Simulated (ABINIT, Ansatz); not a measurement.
# H2Pb (P-3m1): zone-centre phonons, part 3 of 4

Which modes does H2Pb (P-3m1) have at the zone centre?

ABINIT 10.8.3; DFT LDA, scalar-relativistic, plane waves, HGH norm-conserving pseudopotentials.

So far. Step 3 (Self-consistent run for the response): The cell stands at -0.48 GPa: the relaxation ran with a smoothed and higher cutoff, and the difference is a stress of the finite basis. Step 4 (Linear response at Γ): The acoustic modes at Γ come out as far as 0.3 cm⁻¹ from zero, where they should vanish, a small numerical error. The lowest optical mode is imaginary, 228i cm⁻¹, an instability at this level and on this k mesh. The relaxed cell has a = 3.622, c = 3.344 Å (conventional setting).

The structure was built from a prototype and need not be the compound's stable phase.

## (5) Zone-centre analysis

anaddb reads the merged derivatives and imposes the acoustic sum rule.

anaddb.abi

```
ddb_filepath "gamma_DDB"
output_file "anaddb.abo"
outdata_prefix "anaddb"
asr 1
chneut 1
enunit 2
eivec 1
nph1l 1
qph1l 0.0 0.0 0.0 1.0
```

mrgddb.in

```
gamma_DDB
merged
2
dfpt_gammao_DDB
gso_DDB
```

The run is started by

```
mrgddb < mrgddb.in > mrgddb.log
OMP_NUM_THREADS=1 anaddb anaddb.abi > anaddb.log
```

anaddb.abo, the main output file:

```text
-outvars_anaddb: echo values of input variables ----------------------

 Miscellaneous information :
      enunit         2
       eivec         1
         asr         1
 First list of wavevector (reduced coord.) :
       nph1l         1
       qph1l
                     0.00000000E+00  0.00000000E+00  0.00000000E+00    1.000E+00

================================================================================

 read the DDB information and perform some checks

  ==== Info on the Cryst% object ====
 Real(R)+Recip(G) space primitive vectors, cartesian coordinates (Bohr,Bohr^-1):
 R(1)=  6.8453724  0.0000000  0.0000000  G(1)=  0.1460841  0.0843417  0.0000000
 R(2)= -3.4226862  5.9282664  0.0000000  G(2)=  0.0000000  0.1686834  0.0000000
 R(3)=  0.0000000  0.0000000  6.3185135  G(3)=  0.0000000  0.0000000  0.1582651
 Unit cell volume ucvol=  2.5641280E+02 bohr^3
 Angles (23,13,12)=  9.00000000E+01  9.00000000E+01  1.20000000E+02 degrees
 Time-reversal symmetry is present
 Reduced atomic positions [iatom, xred, symbol]:
    1)    0.0000000  0.0000000  0.0000000  Pb
    2)    0.3333333  0.6666667  0.2401740   H
    3)    0.6666667  0.3333333  0.7598260   H

 DDB file with 3 blocks has been read.

================================================================================

 Treat the first list of vectors

  Phonon wavevector (reduced coordinates) :  0.00000  0.00000  0.00000
 Phonon energies in Hartree :
  -1.040434E-03 -1.040434E-03  0.000000E+00  0.000000E+00  0.000000E+00
   2.010579E-03  3.634821E-03  3.713494E-03  3.713494E-03
 Phonon energies in meV     :
- -2.831166E+01 -2.831166E+01  0.000000E+00  0.000000E+00  0.000000E+00
-  5.471065E+01  9.890851E+01  1.010493E+02  1.010493E+02
 Phonon frequencies in cm-1    :
- -2.283490E+02 -2.283490E+02  0.000000E+00  0.000000E+00  0.000000E+00
-  4.412712E+02  7.977509E+02  8.150178E+02  8.150178E+02
 Phonon frequencies in Thz     :
- -6.845730E+00 -6.845730E+00  0.000000E+00  0.000000E+00  0.000000E+00
-  1.322898E+01  2.391597E+01  2.443362E+01  2.443362E+01
 Phonon energies in Kelvin  :
- -3.285432E+02 -3.285432E+02  0.000000E+00  0.000000E+00  0.000000E+00
-  6.348907E+02  1.147786E+03  1.172629E+03  1.172629E+03

 Eigendisplacements
 (will be given, for each mode : in cartesian coordinates
   for each atom the real part of the displacement vector,
   then the imaginary part of the displacement vector - absolute values smaller than 1.0d-7 are set to zero)
  Mode number    1   Energy   -1.040434E-03
 Attention : low frequency mode.
   (Could be unstable or acoustic mode)
-  1  7.74632802E-05  1.39682443E-04  0.00000000E+00
-     0.00000000E+00  0.00000000E+00  0.00000000E+00
-  2 -7.96179278E-03 -1.43567722E-02  0.00000000E+00
-     0.00000000E+00  0.00000000E+00  0.00000000E+00
-  3 -7.96179278E-03 -1.43567722E-02  0.00000000E+00
-     0.00000000E+00  0.00000000E+00  0.00000000E+00
  Mode number    2   Energy   -1.040434E-03
 Attention : low frequency mode.
   (Could be unstable or acoustic mode)
-  1  1.39682443E-04 -7.74632802E-05  0.00000000E+00
-     0.00000000E+00  0.00000000E+00  0.00000000E+00
-  2 -1.43567722E-02  7.96179278E-03  0.00000000E+00
-     0.00000000E+00  0.00000000E+00  0.00000000E+00
-  3 -1.43567722E-02  7.96179278E-03  0.00000000E+00
-     0.00000000E+00  0.00000000E+00  0.00000000E+00
  Mode number    3   Energy    0.000000E+00
 Attention : low frequency mode.
   (Could be unstable or acoustic mode)
-  1  0.00000000E+00  0.00000000E+00 -1.61928251E-03
-     0.00000000E+00  0.00000000E+00  0.00000000E+00
-  2  0.00000000E+00  0.00000000E+00 -1.61928257E-03
-     0.00000000E+00  0.00000000E+00  0.00000000E+00
-  3  0.00000000E+00  0.00000000E+00 -1.61928257E-03
-     0.00000000E+00  0.00000000E+00  0.00000000E+00
  Mode number    4   Energy    0.000000E+00
 Attention : low frequency mode.
   (Could be unstable or acoustic mode)
-  1  0.00000000E+00 -1.61928215E-03  0.00000000E+00
-     0.00000000E+00  0.00000000E+00  0.00000000E+00
-  2  0.00000000E+00 -1.61931977E-03  0.00000000E+00
-     0.00000000E+00  0.00000000E+00  0.00000000E+00
-  3  0.00000000E+00 -1.61931977E-03  0.00000000E+00
-     0.00000000E+00  0.00000000E+00  0.00000000E+00
  Mode number    5   Energy    0.000000E+00
 Attention : low frequency mode.
   (Could be unstable or acoustic mode)
-  1  1.61928215E-03  0.00000000E+00  0.00000000E+00
-     0.00000000E+00  0.00000000E+00  0.00000000E+00
-  2  1.61931977E-03  0.00000000E+00  0.00000000E+00
-     0.00000000E+00  0.00000000E+00  0.00000000E+00
-  3  1.61931977E-03  0.00000000E+00  0.00000000E+00
-     0.00000000E+00  0.00000000E+00  0.00000000E+00
  Mode number    6   Energy    2.010579E-03
;  1  0.00000000E+00  0.00000000E+00  1.59720295E-04
;     0.00000000E+00  0.00000000E+00  0.00000000E+00
;  2  0.00000000E+00  0.00000000E+00 -1.64166736E-02
;     0.00000000E+00  0.00000000E+00  0.00000000E+00
;  3  0.00000000E+00  0.00000000E+00 -1.64166736E-02
;     0.00000000E+00  0.00000000E+00  0.00000000E+00
  Mode number    7   Energy    3.634821E-03
;  1  0.00000000E+00  0.00000000E+00  0.00000000E+00
;     0.00000000E+00  0.00000000E+00  0.00000000E+00
;  2  0.00000000E+00  0.00000000E+00  1.64963405E-02
;     0.00000000E+00  0.00000000E+00  0.00000000E+00
;  3  0.00000000E+00  0.00000000E+00 -1.64963405E-02
;     0.00000000E+00  0.00000000E+00  0.00000000E+00
  Mode number    8   Energy    3.713494E-03
-  1  0.00000000E+00  0.00000000E+00  0.00000000E+00
-     0.00000000E+00  0.00000000E+00  0.00000000E+00
-  2  1.43920818E-02 -8.06208596E-03  0.00000000E+00
-     0.00000000E+00  0.00000000E+00  0.00000000E+00
-  3 -1.43920818E-02  8.06208596E-03  0.00000000E+00
-     0.00000000E+00  0.00000000E+00  0.00000000E+00
  Mode number    9   Energy    3.713494E-03
-  1  0.00000000E+00  0.00000000E+00  0.00000000E+00
-     0.00000000E+00  0.00000000E+00  0.00000000E+00
-  2  8.06208596E-03  1.43920818E-02  0.00000000E+00
-     0.00000000E+00  0.00000000E+00  0.00000000E+00
-  3 -8.06208596E-03 -1.43920818E-02  0.00000000E+00
-     0.00000000E+00  0.00000000E+00  0.00000000E+00

 Analysis of degeneracies and characters (maximum tolerance=1.00E-06 a.u.)
 For each vibration mode, or group of modes if degenerate,
 the characters are given for each symmetry operation (see the list in the log file).
 Symmetry characters of vibration mode #   1
        degenerate with vibration mode #   2
  2.0 -2.0 -0.0  0.0 -1.0  1.0 -0.0  0.0 -1.0  1.0  0.0 -0.0
 Symmetry characters of vibration mode #   3
       degenerate with vibration modes #   4 to    5
  3.0 -3.0  1.0 -1.0 -0.0  0.0  1.0 -1.0 -0.0  0.0  1.0 -1.0
 Symmetry characters of vibration mode #   6
  1.0 -1.0  1.0 -1.0  1.0 -1.0  1.0 -1.0  1.0 -1.0  1.0 -1.0
 Symmetry characters of vibration mode #   7
  1.0  1.0  1.0  1.0  1.0  1.0  1.0  1.0  1.0  1.0  1.0  1.0
 Symmetry characters of vibration mode #   8
        degenerate with vibration mode #   9
  2.0  2.0  0.0  0.0 -1.0 -1.0  0.0  0.0 -1.0 -1.0 -0.0 -0.0
-
```

It took 0.49 s on 1 thread of Arm Neoverse V2, shared host.

Read from the output:

```yaml
lowest_optical_zone_centre_mode: -228.3 cm⁻¹
```

No LO-TO term; unit eigenvectors of the mass-weighted matrix, from anaddb's displacements. The modes at Γ (shares of kinetic energy by element, %) (negative means imaginary):

```csv
mode,frequency (cm⁻¹),Pb %,H %
1,-228.3,1,99
2,-228.3,1,99
3,0.0,99,1
4,0.0,99,1
5,0.0,99,1
6,441.3,1,99
7,797.8,0,100
8,815.0,0,100
9,815.0,0,100
```

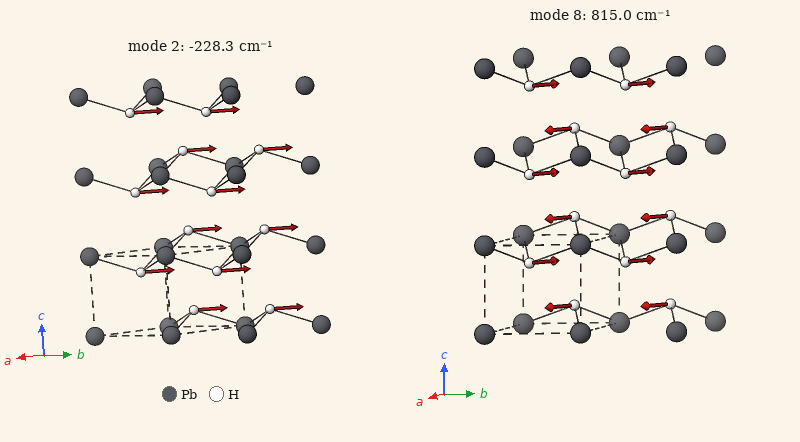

Displacement patterns of modes 2 and 8 at Γ; arrows are exaggerated. Bonds to atoms that aren't drawn are left out. 1×2×3 cells are drawn. Some periodic images of atoms are drawn too.

The rule moves no optical mode by more than 0.1 cm⁻¹.

## (6) Sum rules set otherwise (asr 0)

Without the rule the raw error of the acoustic modes shows.

Changes to anaddb.abi since step 5:

```diff
@@ -3,4 +3,4 @@
 outdata_prefix "anaddb"
-asr 1
-chneut 1
+asr 0
+chneut 0
 enunit 2
```

mrgddb.in is that of step 5.

anaddb.abo, the main output file:

```text
-outvars_anaddb: echo values of input variables ----------------------

 Miscellaneous information :
      enunit         2
       eivec         1
      chneut         0
 First list of wavevector (reduced coord.) :
       nph1l         1
       qph1l
                     0.00000000E+00  0.00000000E+00  0.00000000E+00    1.000E+00

================================================================================

 read the DDB information and perform some checks

  ==== Info on the Cryst% object ====
 Real(R)+Recip(G) space primitive vectors, cartesian coordinates (Bohr,Bohr^-1):
 R(1)=  6.8453724  0.0000000  0.0000000  G(1)=  0.1460841  0.0843417  0.0000000
 R(2)= -3.4226862  5.9282664  0.0000000  G(2)=  0.0000000  0.1686834  0.0000000
 R(3)=  0.0000000  0.0000000  6.3185135  G(3)=  0.0000000  0.0000000  0.1582651
 Unit cell volume ucvol=  2.5641280E+02 bohr^3
 Angles (23,13,12)=  9.00000000E+01  9.00000000E+01  1.20000000E+02 degrees
 Time-reversal symmetry is present
 Reduced atomic positions [iatom, xred, symbol]:
    1)    0.0000000  0.0000000  0.0000000  Pb
    2)    0.3333333  0.6666667  0.2401740   H
    3)    0.6666667  0.3333333  0.7598260   H

 DDB file with 3 blocks has been read.

================================================================================

 Treat the first list of vectors

  Phonon wavevector (reduced coordinates) :  0.00000  0.00000  0.00000
 Phonon energies in Hartree :
  -1.040555E-03 -1.040555E-03 -1.323020E-06 -1.323016E-06  1.496302E-06
   2.010613E-03  3.634840E-03  3.713460E-03  3.713460E-03
 Phonon energies in meV     :
- -2.831496E+01 -2.831496E+01 -3.600119E-02 -3.600111E-02  4.071646E-02
-  5.471158E+01  9.890902E+01  1.010484E+02  1.010484E+02
 Phonon frequencies in cm-1    :
- -2.283755E+02 -2.283755E+02 -2.903692E-01 -2.903685E-01  3.284004E-01
-  4.412786E+02  7.977551E+02  8.150103E+02  8.150103E+02
 Phonon frequencies in Thz     :
- -6.846526E+00 -6.846526E+00 -8.705050E-03 -8.705030E-03  9.845196E-03
-  1.322920E+01  2.391610E+01  2.443339E+01  2.443339E+01
 Phonon energies in Kelvin  :
- -3.285814E+02 -3.285814E+02 -4.177765E-01 -4.177755E-01  4.724949E-01
-  6.349015E+02  1.147792E+03  1.172618E+03  1.172618E+03

 Eigendisplacements
 (will be given, for each mode : in cartesian coordinates
   for each atom the real part of the displacement vector,
   then the imaginary part of the displacement vector - absolute values smaller than 1.0d-7 are set to zero)
  Mode number    1   Energy   -1.040555E-03
 Attention : low frequency mode.
   (Could be unstable or acoustic mode)
-  1  7.74453271E-05  1.39649813E-04  0.00000000E+00
-     0.00000000E+00  0.00000000E+00  0.00000000E+00
-  2 -7.96182202E-03 -1.43567985E-02  0.00000000E+00
-     0.00000000E+00  0.00000000E+00  0.00000000E+00
-  3 -7.96182202E-03 -1.43567985E-02  0.00000000E+00
-     0.00000000E+00  0.00000000E+00  0.00000000E+00
  Mode number    2   Energy   -1.040555E-03
 Attention : low frequency mode.
   (Could be unstable or acoustic mode)
-  1  1.39649813E-04 -7.74453271E-05  0.00000000E+00
-     0.00000000E+00  0.00000000E+00  0.00000000E+00
-  2 -1.43567985E-02  7.96182202E-03  0.00000000E+00
-     0.00000000E+00  0.00000000E+00  0.00000000E+00
-  3 -1.43567985E-02  7.96182202E-03  0.00000000E+00
-     0.00000000E+00  0.00000000E+00  0.00000000E+00
  Mode number    3   Energy   -1.323020E-06
 Attention : low frequency mode.
   (Could be unstable or acoustic mode)
-  1  0.00000000E+00  1.61928582E-03  0.00000000E+00
-     0.00000000E+00  0.00000000E+00  0.00000000E+00
-  2  0.00000000E+00  1.61894219E-03  0.00000000E+00
-     0.00000000E+00  0.00000000E+00  0.00000000E+00
-  3  0.00000000E+00  1.61894219E-03  0.00000000E+00
-     0.00000000E+00  0.00000000E+00  0.00000000E+00
  Mode number    4   Energy   -1.323016E-06
 Attention : low frequency mode.
   (Could be unstable or acoustic mode)
-  1  1.61928582E-03  0.00000000E+00  0.00000000E+00
-     0.00000000E+00  0.00000000E+00  0.00000000E+00
-  2  1.61894219E-03  0.00000000E+00  0.00000000E+00
-     0.00000000E+00  0.00000000E+00  0.00000000E+00
-  3  1.61894219E-03  0.00000000E+00  0.00000000E+00
-     0.00000000E+00  0.00000000E+00  0.00000000E+00
  Mode number    5   Energy    1.496302E-06
 Attention : low frequency mode.
   (Could be unstable or acoustic mode)
;  1  0.00000000E+00  0.00000000E+00  1.61928304E-03
;     0.00000000E+00  0.00000000E+00  0.00000000E+00
;  2  0.00000000E+00  0.00000000E+00  1.61922814E-03
;     0.00000000E+00  0.00000000E+00  0.00000000E+00
;  3  0.00000000E+00  0.00000000E+00  1.61922814E-03
;     0.00000000E+00  0.00000000E+00  0.00000000E+00
  Mode number    6   Energy    2.010613E-03
;  1  0.00000000E+00  0.00000000E+00  1.59714927E-04
;     0.00000000E+00  0.00000000E+00  0.00000000E+00
;  2  0.00000000E+00  0.00000000E+00 -1.64166790E-02
;     0.00000000E+00  0.00000000E+00  0.00000000E+00
;  3  0.00000000E+00  0.00000000E+00 -1.64166790E-02
;     0.00000000E+00  0.00000000E+00  0.00000000E+00
  Mode number    7   Energy    3.634840E-03
;  1  0.00000000E+00  0.00000000E+00  0.00000000E+00
;     0.00000000E+00  0.00000000E+00  0.00000000E+00
;  2  0.00000000E+00  0.00000000E+00  1.64963405E-02
;     0.00000000E+00  0.00000000E+00  0.00000000E+00
;  3  0.00000000E+00  0.00000000E+00 -1.64963405E-02
;     0.00000000E+00  0.00000000E+00  0.00000000E+00
  Mode number    8   Energy    3.713460E-03
-  1  0.00000000E+00  0.00000000E+00  0.00000000E+00
-     0.00000000E+00  0.00000000E+00  0.00000000E+00
-  2  1.43920824E-02 -8.06208487E-03  0.00000000E+00
-     0.00000000E+00  0.00000000E+00  0.00000000E+00
-  3 -1.43920824E-02  8.06208487E-03  0.00000000E+00
-     0.00000000E+00  0.00000000E+00  0.00000000E+00
  Mode number    9   Energy    3.713460E-03
-  1  0.00000000E+00  0.00000000E+00  0.00000000E+00
-     0.00000000E+00  0.00000000E+00  0.00000000E+00
-  2  8.06208487E-03  1.43920824E-02  0.00000000E+00
-     0.00000000E+00  0.00000000E+00  0.00000000E+00
-  3 -8.06208487E-03 -1.43920824E-02  0.00000000E+00
-     0.00000000E+00  0.00000000E+00  0.00000000E+00

 Analysis of degeneracies and characters (maximum tolerance=1.00E-06 a.u.)
 For each vibration mode, or group of modes if degenerate,
 the characters are given for each symmetry operation (see the list in the log file).
 Symmetry characters of vibration mode #   1
        degenerate with vibration mode #   2
  2.0 -2.0 -0.0  0.0 -1.0  1.0 -0.0  0.0 -1.0  1.0  0.0 -0.0
 Symmetry characters of vibration mode #   3
        degenerate with vibration mode #   4
  2.0 -2.0 -0.0  0.0 -1.0  1.0  0.0 -0.0 -1.0  1.0 -0.0  0.0
 Symmetry characters of vibration mode #   5
  1.0 -1.0  1.0 -1.0  1.0 -1.0  1.0 -1.0  1.0 -1.0  1.0 -1.0
 Symmetry characters of vibration mode #   6
  1.0 -1.0  1.0 -1.0  1.0 -1.0  1.0 -1.0  1.0 -1.0  1.0 -1.0
 Symmetry characters of vibration mode #   7
  1.0  1.0  1.0  1.0  1.0  1.0  1.0  1.0  1.0  1.0  1.0  1.0
 Symmetry characters of vibration mode #   8
        degenerate with vibration mode #   9
  2.0  2.0 -0.0 -0.0 -1.0 -1.0  0.0  0.0 -1.0 -1.0 -0.0 -0.0
-
```

The job ended after 0.48 s (1 thread).

This step gave:

```
lowest optical zone-centre mode : -228.4 cm⁻¹
```

Zone-centre frequencies as printed; negative means imaginary. Modes:

```csv
mode,frequency (cm⁻¹)
1,-228.4
2,-228.4
3,-0.29
4,-0.29
5,0.33
6,441.3
7,797.8
8,815
9,815
```

(Continued in part 4 of 4.)

[Host names and launcher messages were left out of these logs when they were recorded.]

[Logs are printed without paths, hosts, clocks, repeated set-up lines and the standing remarks that a program may print on its own settings, such as how far it seeks lower states.]

[Hosts, paths, dates, database ids (printed as entryN), source tags and the programs' standing remarks are cut or masked in the printed files.]
